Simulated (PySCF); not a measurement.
Molecule: Si(F)(SiH3)3, SMILES F[Si]([SiH3])([SiH3])[SiH3] (H9FSi4), singlet. Atoms near the plane z = 0.0 Å, at the CAM-B3LYP/def2-SVP optimised geometry (x, y, z in Å): Si2 (0.3, 0.8, 0.0), Si4 (-2.1, 0.8, -0.1), Si5 (1.1, -1.4, 0.0), H11 (-2.6, 2.2, -0.1), H13 (2.6, -1.4, 0.0).

Computed with CAM-B3LYP/def2-TZVP run with PySCF. Cells within 0.4 Å of a nucleus heavier than hydrogen are left out (blank, or x). The values are rescaled to run from 0 to 1.

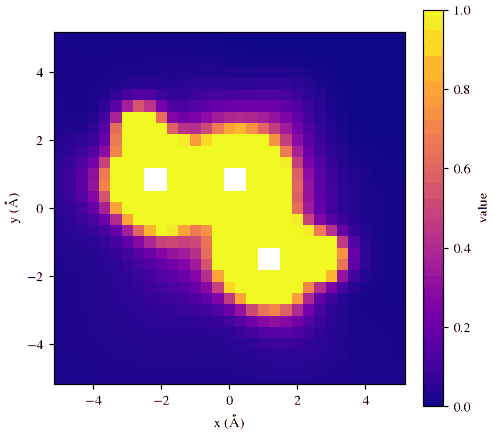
*a field on the plane z = 0.0 Å.*

**Question.** Which quantity is mapped?
(A) an orbital amplitude
(B) electron localisation function
(C) electrostatic potential
(D) deformation density (molecule minus spherical neutral atoms)

**Answer.** C, electrostatic potential. In full: electrostatic potential (hartree/e), clipped to [-0.08, 0.12].
